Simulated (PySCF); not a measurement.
SMILES F[SiH2][Al]([CH3])[CH3] (C2H8AlFSi) at its PBE0/def2-SVP optimised geometry (Å):

```
13

Si     0.8471    -1.9464     0.0000
F      2.4908    -1.9464     0.0000
Al     0.0687     0.3997     0.0000
C     -1.8201     0.8035    -0.3413
C      1.3756     1.8138     0.3602
H      0.4073    -2.7340     1.2011
H      0.4098    -2.7485    -1.1911
H     -2.4908    -0.0613    -0.2178
H     -2.1885     1.6185     0.3044
H     -1.9399     1.1560    -1.3824
H      1.1521     2.7485    -0.1799
H      2.4067     1.5086     0.1219
H      1.3600     2.0615     1.4377
```

Calculation: PySCF with PBE0/def2-TZVP.

Map of the deformation density (molecule minus spherical neutral atoms) (e/bohr³) on the plane z = 1.5 Å:

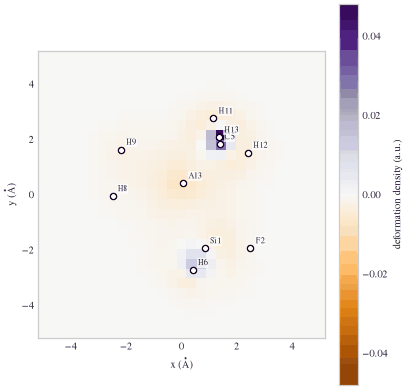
Fig. 1. Deformation density (molecule minus spherical neutral atoms) (e/bohr³) on the plane z = 1.5 Å.
